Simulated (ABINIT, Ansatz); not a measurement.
# CsH (Fm-3m): from Born charge to LO-TO splitting

How high does the longitudinal optical mode of CsH (Fm-3m) lie, given the transverse one, the Born charge and ε∞?

Program: ABINIT 10.8.3. Level of theory: DFT LDA, scalar-relativistic, plane waves, PseudoDojo norm-conserving pseudopotentials. Results are calculated unless marked as measured.

The database entry behind the starting cell differs from later determinations by our own check (0.1 to 0.3 % short, probably kX units), so it need not match the best structure at ambient conditions.

## Step 1: Set-up

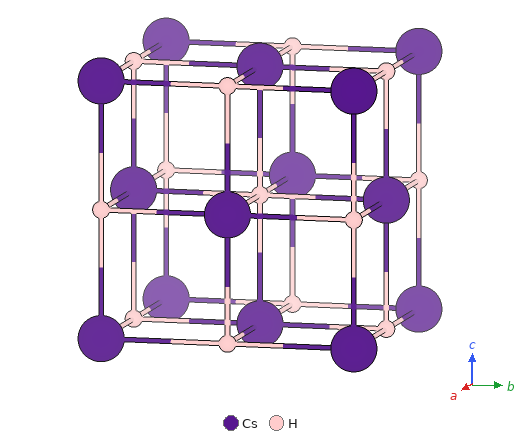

Start, viewed slightly off an axis; caesium purple, hydrogen pink. This picture shows the conventional cell, with its axes. Some periodic images of atoms are drawn too.

As a file:

```
Cs H
1.0
    -3.04744    0.00000    3.04744
     0.00000    3.04744    3.04744
    -3.04744    3.04744    0.00000
Cs H
1 1
Direct
  0.00000 0.00000 0.00000
  0.50000 0.50000 0.50000
```

This is the cell after its relaxation at this level of theory, not the database cell from which that began.

## Step 2: What the response run gave

A linear-response run on the relaxed cell, with the response to an electric field; only its zone-centre results are used. Cutoff 31 Ha, k mesh 4×4×4 with shifts.

Numbers of over 12 decimals in the logs are rounded to 6 here.

Log:

```text
[banners, grids, parts of the stress and lines that vanish by symmetry left out]
- input  file    -> dfpt_gamma.abi
- output file    -> dfpt_gamma.abo
- root for input  files -> dfpt_gammai
[...]
DATASET    1 : space group Fm -3 m (#225); Bravais cF (face-center cubic)
[...]
nfft =       91125          nkpt =         128
[...]
DATASET    2 : space group Fm -3 m (#225); Bravais cF (face-center cubic)
[...]
nfft =       91125          nkpt =         128
[...]
DATASET    3 : space group Fm -3 m (#225); Bravais cF (face-center cubic)
[...]
mpw =        3165          nfft =       91125          nkpt =         128
[...]
== DATASET  1 ==================================================================
[...]
cutoff_energies: {ecut:  31.0, pawecutdg:  -1.0, }
[...]
-  1.00000   1.00000  180309                  znucl, zion, pspdat
[...]
Perturbation : derivative vs k along direction   1
[...]
-ETOT  1  -10.127883197370     -1.013E+01 2.351E-02 0.000E+00
 ETOT  2  -10.133596722756     -5.714E-03 6.594E-04 0.000E+00
 ETOT  3  -10.133752546776     -1.558E-04 3.887E-05 0.000E+00
 ETOT  4  -10.133759639257     -7.092E-06 2.200E-06 0.000E+00
 ETOT  5  -10.133760044955     -4.057E-07 1.750E-07 0.000E+00
[...]
At SCF step   17   max residual=  9.86E-21 < tolwfr=  1.00E-20 =>converged.
[...]
Perturbation : derivative vs k along direction   2
[...]
-ETOT  1  -10.127883197227     -1.013E+01 2.351E-02 0.000E+00
[...]
At SCF step   17   max residual=  9.86E-21 < tolwfr=  1.00E-20 =>converged.
[...]
Perturbation : derivative vs k along direction   3
[...]
-ETOT  1  -10.127883197085     -1.013E+01 2.351E-02 0.000E+00
[...]
At SCF step   17   max residual=  9.86E-21 < tolwfr=  1.00E-20 =>converged.
[...]
1        1       1.9282960111   -0.0000000000
     1        2      -0.9641480055    0.0000000000
     1        3      -0.9641480055    0.0000000000
     2        1      -0.9641480055    0.0000000000
     2        2       1.9282960110    0.0000000000
     2        3       0.9641480055    0.0000000000
     3        1      -0.9641480055    0.0000000000
     3        2       0.9641480055    0.0000000000
     3        3       1.9282960111    0.0000000000
[...]
== DATASET  2 ==================================================================
[...]
cutoff_energies: {ecut:  31.0, pawecutdg:  -1.0, }
[...]
Perturbation : displacement of atom   1   along direction   1
[...]
1    4   1    4         3.4912383341        -0.0000000000
   1    4   2    4        -0.0000000000        -0.0000000000
   1    4   3    4        -0.0000000000        -0.0000000000
   2    4   1    4        -0.0000000000        -0.0000000000
   2    4   2    4         3.4912383341        -0.0000000000
   2    4   3    4        -0.0000000000        -0.0000000000
   3    4   1    4        -0.0000000000        -0.0000000000
   3    4   2    4         0.0000000000        -0.0000000000
   3    4   3    4         3.4912383341        -0.0000000000
  Effective charges, in cartesian coordinates,
[...]
1    1   1    4         1.1482670345         0.0000000000
   2    1   1    4         0.0000000000         0.0000000000
   3    1   1    4        -0.0000000000         0.0000000000
   1    2   1    4        -1.1271601225         0.0000000000
   2    2   1    4        -0.0000000000         0.0000000000
[...]
Effective charges, in cartesian coordinates,
[...]
2    4   1    2        -0.0000000000         0.0000000000
   3    4   1    2        -0.0000000000         0.0000000000
   1    4   2    2        -0.0000000000         0.0000000000
   2    4   2    2        -1.1271601353         0.0000000000
   3    4   2    2        -0.0000000000         0.0000000000
   1    4   3    2         0.0000000000         0.0000000000
   2    4   3    2        -0.0000000000         0.0000000000
   3    4   3    2        -1.1271601353         0.0000000000
  Phonon wavevector (reduced coordinates) :  0.00000  0.00000  0.00000
 Phonon energies in Hartree :
[...]
Phonon frequencies in cm-1    :
-  7.953595E-02  7.953650E-02  7.953816E-02  4.541228E+02  4.541228E+02
-  4.541228E+02
  Phonon at Gamma, with non-analyticity in the
[...]
Phonon energies in Hartree :
[...]
Phonon frequencies in cm-1    :
-  7.953595E-02  7.953650E-02  5.772649E-01  4.541228E+02  4.541228E+02
-  7.228853E+02
  Phonon at Gamma, with non-analyticity in the
[...]
Phonon energies in Hartree :
[...]
Phonon frequencies in cm-1    :
-  7.953595E-02  7.953816E-02  5.772647E-01  4.541228E+02  4.541228E+02
-  7.228853E+02
  Phonon at Gamma, with non-analyticity in the
[...]
Phonon energies in Hartree :
[...]
Phonon frequencies in cm-1    :
-  7.953650E-02  7.953816E-02  5.772646E-01  4.541228E+02  4.541228E+02
-  7.228853E+02
[...]
== DATASET  3 ==================================================================
[...]
cutoff_energies: {ecut:  31.0, pawecutdg:  -1.0, }
[...]
1          1       -0.000000000       -0.000000000       -0.000000000
[...]
1          2       -0.000000000       -0.000000000       -0.000000000
[...]
1          3       -0.000000000       -0.000000000       -0.000000000
[...]
2          1       -0.000000000       -0.000000000       -0.000000000
[...]
2          2       -0.000000000       -0.000000000       -0.000000000
[...]
2          3       -0.000000000       -0.000000000       -0.000000000
[...]
strten2     0.0000000000E+00  0.0000000000E+00  0.0000000000E+00
           strten3     0.0000000000E+00  0.0000000000E+00  0.0000000000E+00
================================================================================
```

| quantity | value |
| --- | --- |
| cell volume Ω (Å³) | 56.602 |
| mass of Cs (u) | 132.905 |
| mass of H (u) | 1.008 |
| Born charge of Cs, raw (e) | 1.148 |
| Born charge of H, raw (e) | -1.127 |
| ε∞ | 3.491 |
| ω(TO) after the sum rule (cm⁻¹) | 454.1 |

## Step 3: The calculation

The charges must sum to zero over the cell; taking off their mean, 0.011 e, leaves Z* = 1.138 e on Cs. In the polar mode Cs moves against H, so the reduced mass is μ = 132.91 × 1.01 / 133.91 = 1.000 u.

A longitudinal wave builds up a field that adds to the restoring force: ω(LO)² = ω(TO)² + 4π Z*² / (μ Ω ε∞), in Hartree atomic units. With μ = 1824 electron masses and Ω = 381.97 bohr³ the second term is 6.6889e-06 Ha², or 322201 cm⁻² (1 Ha = 219474.6 cm⁻¹).

So ω(LO) = √(206225 + 322201) = 726.9 cm⁻¹, and by the Lyddane-Sachs-Teller relation ε₀ = ε∞ (ω(LO)/ω(TO))² = 8.95.

## Step 4: Check against the program

The analysis program adds the same non-analytic term to the full matrix.

Log:

```text
[banners, grids, parts of the stress and lines that vanish by symmetry left out]
-outvars_anaddb: echo values of input variables ----------------------

 Flags :
[...]
Dielectric Tensor and Effective Charges
[...]
Effective charge tensors after
[...]
1          1       -0.000000000       -0.000000000       -0.000000000
[...]
1          2       -0.000000000       -0.000000000       -0.000000000
[...]
1          3       -0.000000000       -0.000000000       -0.000000000
[...]
2          1       -0.000000000       -0.000000000       -0.000000000
[...]
2          2       -0.000000000       -0.000000000       -0.000000000
[...]
2          3       -0.000000000       -0.000000000       -0.000000000
[...]
Phonon wavevector (reduced coordinates) :  0.00000  0.00000  0.00000
 Phonon energies in Hartree :
[...]
Phonon energies in meV     :
-  0.000000E+00  0.000000E+00  0.000000E+00  5.630400E+01  5.630400E+01
-  5.630400E+01
 Phonon frequencies in cm-1    :
-  0.000000E+00  0.000000E+00  0.000000E+00  4.541224E+02  4.541224E+02
-  4.541224E+02
 Phonon frequencies in Thz     :
-  0.000000E+00  0.000000E+00  0.000000E+00  1.361425E+01  1.361425E+01
-  1.361425E+01
 Phonon energies in Kelvin  :
-  0.000000E+00  0.000000E+00  0.000000E+00  6.533808E+02  6.533808E+02
-  6.533808E+02
[...]
-  1  0.00000000E+00  0.00000000E+00  2.02398818E-03
-     0.00000000E+00  0.00000000E+00  0.00000000E+00
-  2  0.00000000E+00  0.00000000E+00  2.02399257E-03
-     0.00000000E+00  0.00000000E+00  0.00000000E+00
[...]
-  1  0.00000000E+00  2.02398818E-03  0.00000000E+00
-     0.00000000E+00  0.00000000E+00  0.00000000E+00
-  2  0.00000000E+00  2.02399257E-03  0.00000000E+00
-     0.00000000E+00  0.00000000E+00  0.00000000E+00
[...]
-  1  2.02398818E-03  0.00000000E+00  0.00000000E+00
-     0.00000000E+00  0.00000000E+00  0.00000000E+00
-  2  2.02399257E-03  0.00000000E+00  0.00000000E+00
-     0.00000000E+00  0.00000000E+00  0.00000000E+00
[...]
-  1  0.00000000E+00  0.00000000E+00  1.76260457E-04
-     0.00000000E+00  0.00000000E+00  0.00000000E+00
-  2 -5.76554082E-07  6.51551495E-07 -2.32413844E-02
-     0.00000000E+00  0.00000000E+00  0.00000000E+00
[...]
-  1  0.00000000E+00 -1.76260454E-04  0.00000000E+00
-     0.00000000E+00  0.00000000E+00  0.00000000E+00
-  2 -4.05979020E-06  2.32413841E-02  6.51652198E-07
-     0.00000000E+00  0.00000000E+00  0.00000000E+00
[...]
-  1  1.76260454E-04  0.00000000E+00  0.00000000E+00
-     0.00000000E+00  0.00000000E+00  0.00000000E+00
-  2 -2.32413841E-02 -4.05980636E-06  5.76440260E-07
[...]
-  9.012745E+01
 Phonon frequencies in cm-1    :
-  0.000000E+00  0.000000E+00  0.000000E+00  4.541224E+02  4.541224E+02
-  7.269269E+02
 Phonon frequencies in Thz     :
-  0.000000E+00  0.000000E+00  0.000000E+00  1.361425E+01  1.361425E+01
-  2.179272E+01
 Phonon energies in Kelvin  :
-  0.000000E+00  0.000000E+00  0.000000E+00  6.533808E+02  6.533808E+02
-  1.045886E+03
[...]
-  1  0.00000000E+00  0.00000000E+00  2.02398818E-03
[...]
-  2  0.00000000E+00  0.00000000E+00  2.02399257E-03
[...]
Phonon at Gamma, with non-analyticity in the
[...]
Phonon energies in Hartree :
[...]
Phonon energies in meV     :
-  0.000000E+00  0.000000E+00  0.000000E+00  5.630400E+01  5.630400E+01
-  9.012745E+01
 Phonon frequencies in cm-1    :
-  0.000000E+00  0.000000E+00  0.000000E+00  4.541224E+02  4.541224E+02
-  7.269269E+02
 Phonon frequencies in Thz     :
-  0.000000E+00  0.000000E+00  0.000000E+00  1.361425E+01  1.361425E+01
-  2.179272E+01
 Phonon energies in Kelvin  :
-  0.000000E+00  0.000000E+00  0.000000E+00  6.533808E+02  6.533808E+02
-  1.045886E+03
[...]
Phonon at Gamma, with non-analyticity in the
[...]
Phonon energies in Hartree :
[...]
Phonon energies in meV     :
-  0.000000E+00  0.000000E+00  0.000000E+00  5.630400E+01  5.630400E+01
-  9.012745E+01
 Phonon frequencies in cm-1    :
-  0.000000E+00  0.000000E+00  0.000000E+00  4.541224E+02  4.541224E+02
-  7.269269E+02
 Phonon frequencies in Thz     :
-  0.000000E+00  0.000000E+00  0.000000E+00  1.361425E+01  1.361425E+01
-  2.179272E+01
 Phonon energies in Kelvin  :
-  0.000000E+00  0.000000E+00  0.000000E+00  6.533808E+02  6.533808E+02
-  1.045886E+03
[...]
-  1  1.14747128E-05 -2.02367472E-03 -3.37215267E-05
[...]
-  2  1.14756397E-05 -2.02367821E-03 -3.37206979E-05
[...]
-  1  2.02393856E-03  1.13344066E-05  8.51057131E-06
[...]
-  2  2.02394205E-03  1.13335301E-05  8.50968872E-06
[...]
-  1  2.99744655E-05  1.06914461E-04 -1.36888926E-04
[...]
-  2 -3.95237870E-03 -1.40975471E-02  1.80499258E-02
[...]
-  1  1.40759951E-04 -9.63386243E-05 -4.44213271E-05
[...]
-  2 -1.85603521E-02  1.27030364E-02  5.85731569E-03
[...]
-         0.000000000       0.000000000       0.000000000
-         0.000000000       0.000000000       0.000000000
[...]
-         0.000000000       0.000000000       0.000000000
-         0.000000000       0.000000000       0.000000000
-         0.000000000       0.000000000       0.000000000
[...]
-         0.000000000       0.000000000       0.000000000
-         0.000000000       0.000000000       0.000000000
-         0.000000000       0.000000000       0.000000000
[...]
Direction                     Dielectric constant
[...]
0.00000   0.00000   1.00000      8.94571764
   1.00000   1.00000   1.00000      8.94571764
-
```

| quantity | by hand | program |
| --- | --- | --- |
| ω(LO) (cm⁻¹) | 726.9 | 726.9 |
| ε₀ | 8.95 | 8.95 |

## Step 5: Outcome

```
TO mode                    : 454.1 cm⁻¹
LO mode                    : 726.9 cm⁻¹
static dielectric constant : 8.946
```

In words: The LO mode of CsH (Fm-3m) lies at 727 cm⁻¹, 273 cm⁻¹ above the TO mode; the formula meets the program within 0.1 cm⁻¹, as it must for a cubic crystal with one polar mode. ω(LO)² − ω(TO)² goes with Z*²/ε∞: an error of 5 % in ε∞ would move the LO mode by 10.6 cm⁻¹, and semilocal functionals tend to overestimate ε∞. The raw charges miss their sum by 0.021 e, a sign that the k mesh is short for the field response, so ε∞ may be some per cent too high. These are harmonic values at zero temperature, at the volume of this functional, for the structure held cubic; stability elsewhere in the zone is no part of this calculation.

[Host names and launcher messages were left out of these logs when they were recorded.]

[Logs are printed without paths, hosts, clocks, repeated set-up lines and the standing remarks that a program may print on its own settings, such as how far it seeks lower states.]

[Hosts, paths, dates, database ids (printed as entryN), source tags and the programs' standing remarks are cut or masked in the printed files.]
